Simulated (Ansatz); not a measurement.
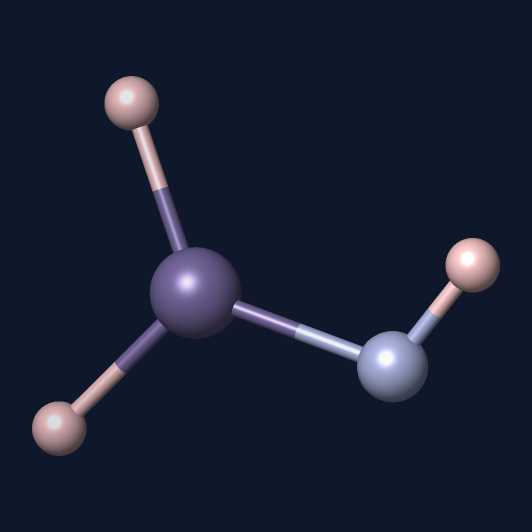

The picture shows a molecular structure as a ball-and-stick model. Colours: germanium purple, nitrogen light blue, hydrogen pink.

The computed structure is the end point of a PBE0-D4/def2-TZVP optimisation.

What does the picture show?

Formula GeH₃N. This geometry has Cs symmetry. All atoms lie on one plane. Coordination: 1 Ge trigonal planar; 1 N bent.

The parts below concern this one geometry. Atoms keep their numbers from picture to picture.

Vibrations

Harmonic vibrations computed with RKS PBE0-D4/def2-TZVP (Ansatz 0.2.0) at a stationary point of the same level.

Question: List the wavenumbers.

Answer: 9 modes: 523, 535, 773, 867, 898, 958, 2112, 2199, 3512 cm⁻¹.

Charges

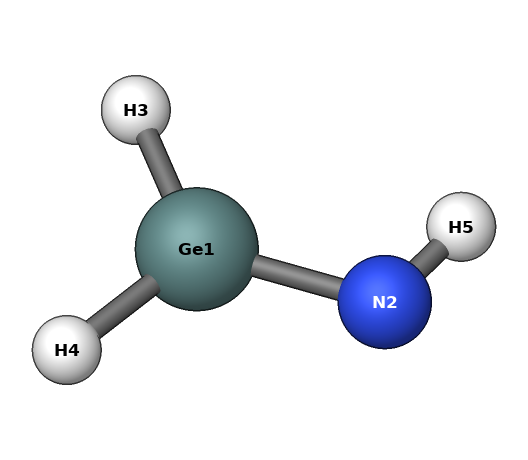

The questions are on Mulliken charges. Method: RKS PBE0-D4/def2-TZVP (Ansatz 0.2.0).

Question: Which atom carries the highest charge (most positive or least negative)?

Answer: Ge1 (0.24 e).

Question: And the lowest?

Answer: N2 (−0.52 e).

Give the Mulliken charges atom by atom.

| atom | value (e) |
| --- | --- |
| Ge1 | 0.24 |
| N2 | −0.52 |
| H3 | 0.02 |
| H4 | 0.04 |
| H5 | 0.22 |

Dipole moment

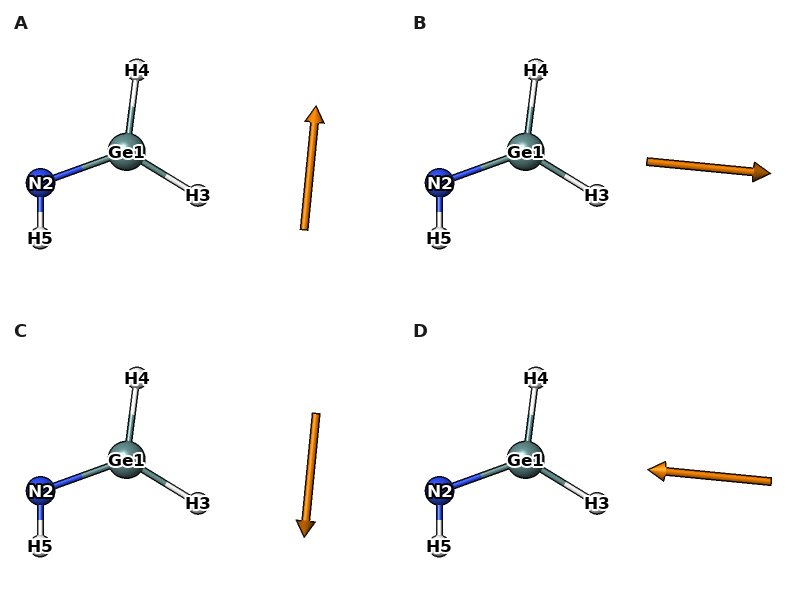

The same molecule four times, each with an arrow. Method: RKS PBE0-D4/def2-TZVP (Ansatz 0.2.0).

Question: Which arrow points along the dipole moment, from the negative to the positive end?

Answer: B. The dipole moment is 2.75 D; it points from the side of N2, H5 to the side of H3 (the outermost atoms at the two ends).

Thermal motion

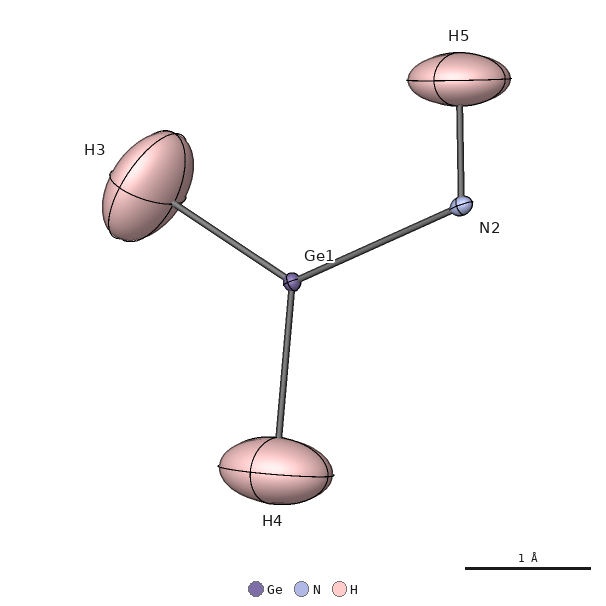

Displacement ellipsoids at the 50 % level, enlarged 2 times, from the internal vibrations of the free molecule (harmonic, no overall translation or rotation; no half-axis is drawn under 0.075 Å). Vibrations computed with RKS PBE0-D4/def2-TZVP (Ansatz 0.2.0). Temperature: 298 K.

Give the displacement parameters, one line for each set of equivalent atoms.

| atom | U_eq (Å²) | rms amplitudes (Å) |
| --- | --- | --- |
| Ge1 | 0.00003 | 0.005, 0.005, 0.007 |
| N2 | 0.00054 | 0.015, 0.016, 0.034 |
| H3 | 0.0182 | 0.088, 0.146, 0.159 |
| H4 | 0.0164 | 0.087, 0.131, 0.156 |
| H5 | 0.0135 | 0.069, 0.129, 0.138 |

Mulliken values depend strongly on the basis set and can even reverse the polarity of a bond.
